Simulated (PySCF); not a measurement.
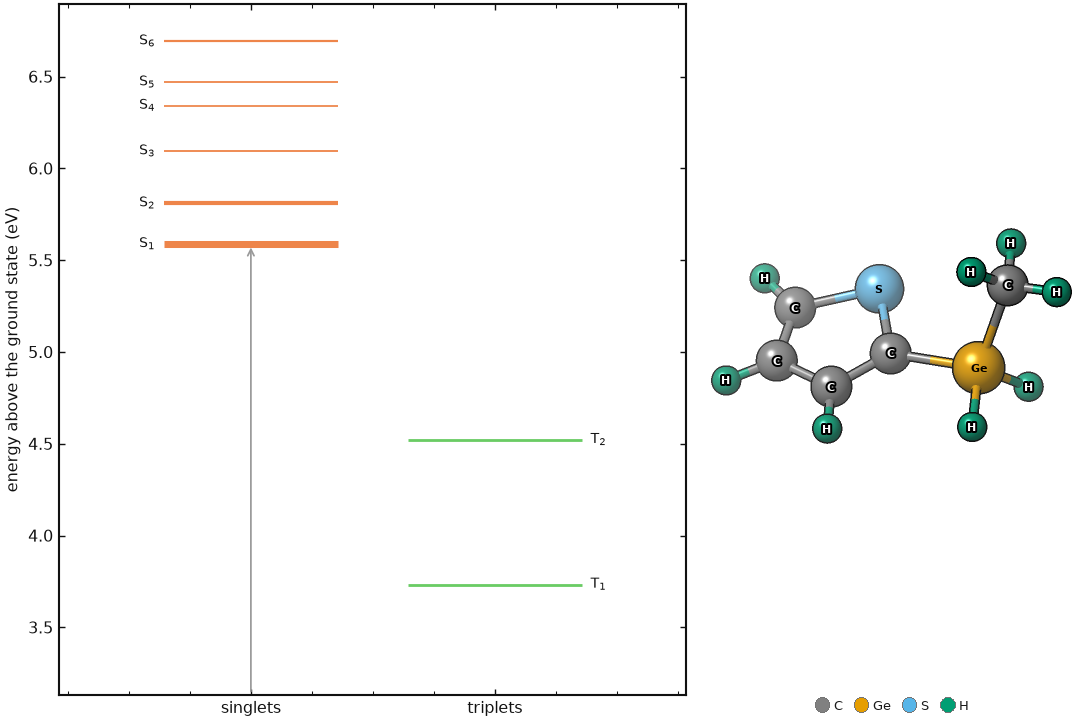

State diagram of C₅H₈GeS, SMILES [CH3][GeH2][c]1cccs1, singlet. Vertical TDDFT excitations, PBE0/def2-SVPD in PySCF, at a GFN2-xTB geometry (no frequency check), gas phase. Triplets in the Tamm-Dancoff approximation; only the lowest 6 singlets and 2 triplets were computed. Thicker singlet lines are brighter; the arrow marks the brightest. S0, at zero, lies below the range drawn.

What character does the calculation give T1?

Mainly HOMO → LUMO (94 %).

What are the energy, strength and character of the state that the arrow marks?

S1 at 5.59 eV (222 nm), f = 0.172, mainly HOMO → LUMO (92 %).

What is the vertical gap between S1 and T1?

1.86 eV: S1 at 5.59 eV, T1 at 3.73 eV.

Note: the tight-binding geometry is rougher than a DFT one and adds to the error; one conformer of a flexible molecule; core orbitals are frozen in the response.
